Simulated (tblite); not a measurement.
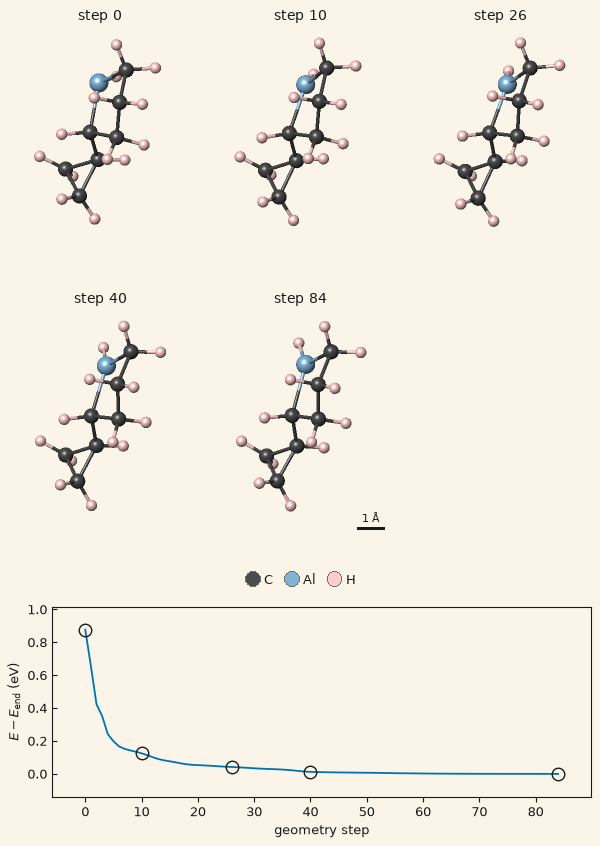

Frames of a relaxation of C₇H₁₃Al, marked on the history of the run. Style: ball-and-stick. Shown from a free direction.

Computed with tblite 0.8.0, GFN2-xTB geometry optimisation, gas phase. 

What happens along the run?

Answer. Over 84 geometry steps the energy falls by 0.877 eV. An H atom moves most after the best rigid fit: 0.91 Å. By element the largest moves are H 0.91 Å, Al 0.26 Å, C 0.20 Å. Near-neighbour distances that change, for instance: Al–C 1.952 → 2.017 Å, Al–H 1.598 → 1.541 Å, C–H 1.119 → 1.080 Å, C–C 1.541 → 1.514 Å. Among the angles between lasting bonds that change: C–Al–H 119.9° → 132.4°, C–Al–H 118.5° → 129.8°, Al–C–C 111.4° → 121.0°. The run took 0.75 s on 1 thread of Arm Neoverse V1, on a shared host. From step 0 to 10: the Al atom moves most (0.27 Å), energy −0.752 eV. From step 10 to 26: an H atom moves most (0.24 Å), energy −0.083 eV. From step 26 to 40: an H atom moves most (0.31 Å), energy −0.030 eV. From step 40 to 84: an H atom moves most (0.25 Å), energy −0.012 eV.

```json
{"step": "0", "E − E(0), eV": "0.0000"}
{"step": "1", "E − E(0), eV": "-0.2220"}
{"step": "2", "E − E(0), eV": "-0.4543"}
{"step": "3", "E − E(0), eV": "-0.5257"}
{"step": "4", "E − E(0), eV": "-0.6354"}
{"step": "5", "E − E(0), eV": "-0.6785"}
{"step": "6", "E − E(0), eV": "-0.7105"}
{"step": "7", "E − E(0), eV": "-0.7249"}
{"step": "8", "E − E(0), eV": "-0.7347"}
{"step": "9", "E − E(0), eV": "-0.7428"}
{"step": "10", "E − E(0), eV": "-0.7520"}
{"step": "14", "E − E(0), eV": "-0.7949"}
{"step": "18", "E − E(0), eV": "-0.8189"}
{"step": "22", "E − E(0), eV": "-0.8273"}
{"step": "26", "E − E(0), eV": "-0.8353"}
{"step": "29", "E − E(0), eV": "-0.8410"}
{"step": "33", "E − E(0), eV": "-0.8478"}
{"step": "37", "E − E(0), eV": "-0.8563"}
{"step": "41", "E − E(0), eV": "-0.8659"}
{"step": "45", "E − E(0), eV": "-0.8685"}
{"step": "49", "E − E(0), eV": "-0.8701"}
{"step": "53", "E − E(0), eV": "-0.8717"}
{"step": "57", "E − E(0), eV": "-0.8738"}
{"step": "61", "E − E(0), eV": "-0.8752"}
{"step": "65", "E − E(0), eV": "-0.8761"}
{"step": "68", "E − E(0), eV": "-0.8765"}
{"step": "72", "E − E(0), eV": "-0.8769"}
{"step": "76", "E − E(0), eV": "-0.8770"}
{"step": "80", "E − E(0), eV": "-0.8772"}
{"step": "84", "E − E(0), eV": "-0.8773"}
```
